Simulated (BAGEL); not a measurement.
# CH7BN2 (SMILES CB(N)N): HF/3-21G (density fitting with qzvpp-jkfit)

Aim: the vertical ionisation energy of CH7BN2 at HF/3-21G (density fitting with qzvpp-jkfit), from 2 runs. 

The results are computed with BAGEL 1.2.2.

1 further run of the same task is left out (set aside as unsound or not needed). Runs told in other sessions of the task aren't counted.

### Step 1. The system as given

The species is CH7BN2 (11 atoms), meant as a singlet with charge 0. SMILES: `CB(N)N`. The coordinates come from a PBE0-D4/def2-TZVP relaxation.

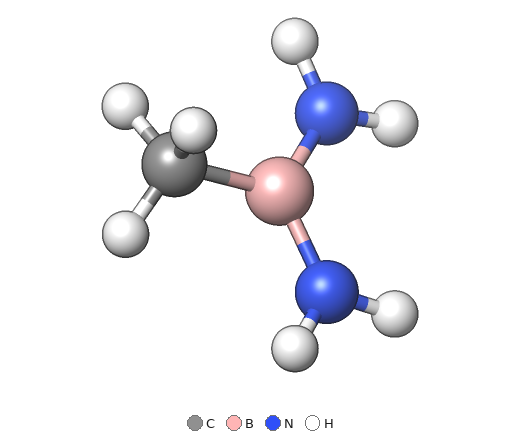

Viewed from a chosen angle; carbon grey, boron pink, nitrogen blue, hydrogen white.

### Step 2. A single-point energy at HF/3-21G (density fitting with qzvpp-jkfit)

The input, input.json:

```json
{ "bagel" : [

{
  "title" : "molecule",
  "basis" : "3-21g",
  "df_basis" : "qzvpp-jkfit",
  "angstrom" : "true",
  "geometry" : [
    { "atom" : "C", "xyz" : [   -0.697600,    1.164600,   -0.169800 ] },
    { "atom" : "B", "xyz" : [    0.096800,   -0.189500,    0.024000 ] },
    { "atom" : "N", "xyz" : [    0.158900,   -0.791900,    1.303700 ] },
    { "atom" : "N", "xyz" : [    0.762500,   -0.778300,   -1.078100 ] },
    { "atom" : "H", "xyz" : [   -1.103000,    1.271700,   -1.179500 ] },
    { "atom" : "H", "xyz" : [   -1.529900,    1.266600,    0.531700 ] },
    { "atom" : "H", "xyz" : [   -0.033800,    2.019900,   -0.001700 ] },
    { "atom" : "H", "xyz" : [    0.670200,   -1.631100,    1.510900 ] },
    { "atom" : "H", "xyz" : [   -0.304800,   -0.397700,    2.100700 ] },
    { "atom" : "H", "xyz" : [    0.733200,   -0.374600,   -1.995600 ] },
    { "atom" : "H", "xyz" : [    1.313000,   -1.616700,   -1.025700 ] }
  ]
},
{
  "title" : "hf"
},
{
  "title" : "print",
  "file" : "orbitals.molden",
  "orbitals" : "true"
}

]}
```

Launch:

```bash
$ BAGEL_NUM_THREADS=1 BAGEL input.json > input.out
```

What it wrote:

```text
* using 1 threads per process

  ===============================================================
  ===============================================================

  *** Geometry ***

  { "atom" : "C", "xyz" : [     -1.318273,      2.200775,     -0.320875 ] },
  { "atom" : "B", "xyz" : [      0.182925,     -0.358103,      0.045353 ] },
  { "atom" : "N", "xyz" : [      0.300277,     -1.496474,      2.463636 ] },
  { "atom" : "N", "xyz" : [      1.440916,     -1.470774,     -2.037314 ] },
  { "atom" : "H", "xyz" : [     -2.084368,      2.403165,     -2.228932 ] },
  { "atom" : "H", "xyz" : [     -2.891092,      2.393527,      1.004767 ] },
  { "atom" : "H", "xyz" : [     -0.063873,      3.817058,     -0.003213 ] },
  { "atom" : "H", "xyz" : [      1.266494,     -3.082332,      2.855187 ] },
  { "atom" : "H", "xyz" : [     -0.575989,     -0.751544,      3.969748 ] },
  { "atom" : "H", "xyz" : [      1.385547,     -0.707891,     -3.771137 ] },
  { "atom" : "H", "xyz" : [      2.481210,     -3.055120,     -1.938292 ] },

  Number of auxiliary basis functions:      430

  Since a DF basis is specified, we compute 2- and 3-index integrals:
    o Being stored without compression. Storage requirement is 0.009 GB

  Number of basis functions:       50
  Number of electrons      :       32

    * METHOD: MOLECULE                             0.11

  *** RHF ***

  === Nuclear Repulsion ===
   115.9972671056

      * DIIS with orbital gradients will be used.

  === RHF iteration (3-21g) ===
      0       -174.50283110          0.03060521           0.01
      1       -174.63934680          0.01262791           0.01
      2       -174.66588377          0.00169814           0.01
      3       -174.66661270          0.00031265           0.01
      4       -174.66663479          0.00004577           0.01
      5       -174.66663582          0.00000790           0.01
      6       -174.66663585          0.00000240           0.02
      7       -174.66663585          0.00000054           0.01
      8       -174.66663585          0.00000009           0.01
      9       -174.66663585          0.00000004           0.01
     10       -174.66663585          0.00000001           0.01
     11       -174.66663585          0.00000000           0.02
    * SCF iteration converged.

    * Permanent dipole moment:
           (   -0.289346,     0.385239,    -0.070968) a.u.

    * METHOD: HF                                   0.24

    * METHOD: PRINT                                0.01

  ===============================================================
```

It took 0.52 s on 1 thread of Arm Neoverse V2, shared host.

### Step 3. The doublet cation

The input, calc.json:

```json
{ "bagel" : [

{
  "title" : "molecule",
  "basis" : "3-21g",
  "df_basis" : "qzvpp-jkfit",
  "angstrom" : true,
  "geometry" : [
    { "atom" : "C", "xyz" : [      -0.697600,       1.164600,      -0.169800 ] },
    { "atom" : "B", "xyz" : [       0.096800,      -0.189500,       0.024000 ] },
    { "atom" : "N", "xyz" : [       0.158900,      -0.791900,       1.303700 ] },
    { "atom" : "N", "xyz" : [       0.762500,      -0.778300,      -1.078100 ] },
    { "atom" : "H", "xyz" : [      -1.103000,       1.271700,      -1.179500 ] },
    { "atom" : "H", "xyz" : [      -1.529900,       1.266600,       0.531700 ] },
    { "atom" : "H", "xyz" : [      -0.033800,       2.019900,      -0.001700 ] },
    { "atom" : "H", "xyz" : [       0.670200,      -1.631100,       1.510900 ] },
    { "atom" : "H", "xyz" : [      -0.304800,      -0.397700,       2.100700 ] },
    { "atom" : "H", "xyz" : [       0.733200,      -0.374600,      -1.995600 ] },
    { "atom" : "H", "xyz" : [       1.313000,      -1.616700,      -1.025700 ] }
  ]
},

{ "title" : "uhf", "charge" : 1, "nopen" : 1 },

{ "title" : "print", "file" : "orbitals.molden", "orbitals" : true }

]}
```

Launch:

```bash
$ BAGEL_NUM_THREADS=1 BAGEL calc.json > calc.out
```

What it wrote:

```text
* using 1 threads per process

  ===============================================================
  ===============================================================

  *** Geometry ***

  { "atom" : "C", "xyz" : [     -1.318273,      2.200775,     -0.320875 ] },
  { "atom" : "B", "xyz" : [      0.182925,     -0.358103,      0.045353 ] },
  { "atom" : "N", "xyz" : [      0.300277,     -1.496474,      2.463636 ] },
  { "atom" : "N", "xyz" : [      1.440916,     -1.470774,     -2.037314 ] },
  { "atom" : "H", "xyz" : [     -2.084368,      2.403165,     -2.228932 ] },
  { "atom" : "H", "xyz" : [     -2.891092,      2.393527,      1.004767 ] },
  { "atom" : "H", "xyz" : [     -0.063873,      3.817058,     -0.003213 ] },
  { "atom" : "H", "xyz" : [      1.266494,     -3.082332,      2.855187 ] },
  { "atom" : "H", "xyz" : [     -0.575989,     -0.751544,      3.969748 ] },
  { "atom" : "H", "xyz" : [      1.385547,     -0.707891,     -3.771137 ] },
  { "atom" : "H", "xyz" : [      2.481210,     -3.055120,     -1.938292 ] },

  Number of auxiliary basis functions:      430

  Since a DF basis is specified, we compute 2- and 3-index integrals:
    o Being stored without compression. Storage requirement is 0.009 GB

  Number of basis functions:       50
  Number of electrons      :       32

    * METHOD: MOLECULE                             0.11

  *** Open-shell HF ***

  === Nuclear Repulsion ===
   115.9972671056

      * DIIS with orbital gradients will be used.

  === UHF iteration (3-21g) ===
      0       -174.26535173          0.03931132           0.03
      1       -174.35827010          0.01218634           0.03
      2       -174.37003223          0.00472434           0.03
      3       -174.37261089          0.00104623           0.03
      4       -174.37400210          0.00035649           0.03
      5       -174.37440306          0.00018464           0.03
      6       -174.37451642          0.00003665           0.03
      7       -174.37452363          0.00001076           0.03
      8       -174.37452514          0.00000278           0.03
      9       -174.37452538          0.00000141           0.03
     10       -174.37452549          0.00000115           0.03
     11       -174.37452555          0.00000077           0.03
     12       -174.37452556          0.00000071           0.03
     13       -174.37452556          0.00000068           0.03
     14       -174.37452556          0.00000067           0.03
     15       -174.37452556          0.00000062           0.03
     16       -174.37452556          0.00000033           0.03
     17       -174.37452556          0.00000030           0.03
     18       -174.37452556          0.00000017           0.03
     19       -174.37452556          0.00000009           0.03
     20       -174.37452556          0.00000005           0.03
     21       -174.37452556          0.00000003           0.03
     22       -174.37452556          0.00000002           0.03
     23       -174.37452556          0.00000001           0.03
    * SCF iteration converged.

    * S^2 (UHF) is 0.8819

    * Permanent dipole moment:
           (   -0.906486,     1.424664,    -0.217309) a.u.

    * METHOD: UHF                                  0.76

    * METHOD: PRINT                                0.00

  ===============================================================
```

Wall time 1 s (1 thread of Arm Neoverse V2, shared host).

### Step 4. Outcome

At HF/3-21G (density fitting with qzvpp-jkfit):

| quantity | value |
| --- | --- |
| singlet CH7BN2: total energy | -174.66664 Eh |
| singlet CH7BN2: dipole moment | 1.24 D |
| singlet CH7BN2: HOMO energy | -9.77 eV |
| singlet CH7BN2: LUMO energy | 7.12 eV |
| singlet CH7BN2: HOMO–LUMO gap | 16.89 eV |
| doublet cation: total energy | -174.37453 Eh |
| doublet cation: ⟨S²⟩ | 0.882 |
| vertical ionisation energy (to the doublet cation) | 7.949 eV |

The vertical ionisation energy comes to 7.95 eV (183 kcal/mol). −ε(HOMO) before ionisation, 9.77 eV, is 1.82 eV above this ionisation energy. ⟨S²⟩ (doublet cation) is 0.88 where a pure doublet has 0.75: the reference is spin-contaminated.
